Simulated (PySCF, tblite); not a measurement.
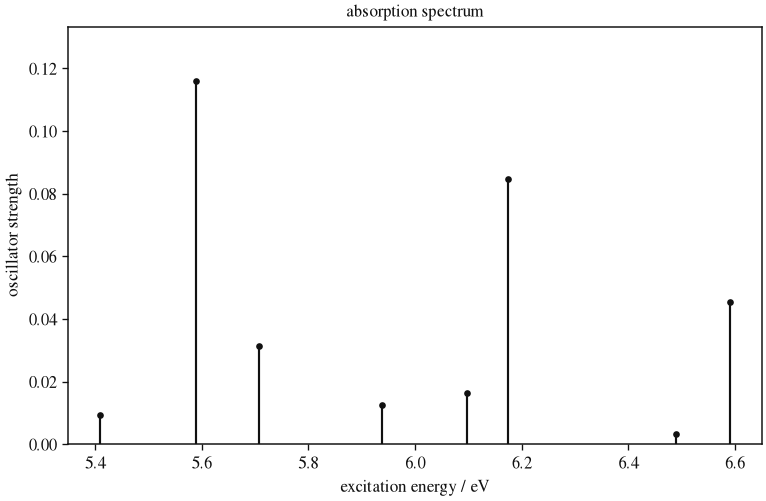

Vertical TDDFT excitations, PBE0/def2-SVPD with PySCF, at a GFN2-xTB geometry (a minimum by its frequencies), gas phase. Only the first 8 singlet excitations are included.

**Whose absorption spectrum is this?**
A. C₃H₉FOSi₃, SMILES COC1=C([SiH3])[Si@@H](F)[SiH2]1
B. C₄H₇BOSi, SMILES C#C[SiH2]B(O)C=C
C. C₂H₁₀BNSi, SMILES CB[SiH2]NC

A. Its lowest singlet lies at 5.41 eV (f = 0.009) and the brightest of those computed is S2 at 5.59 eV (222 nm), f = 0.116, mainly HOMO → LUMO (72 %).

Caveats: the tight-binding geometry is rougher than a DFT one and adds to the error; one conformer of a flexible molecule; core orbitals are frozen in the response.
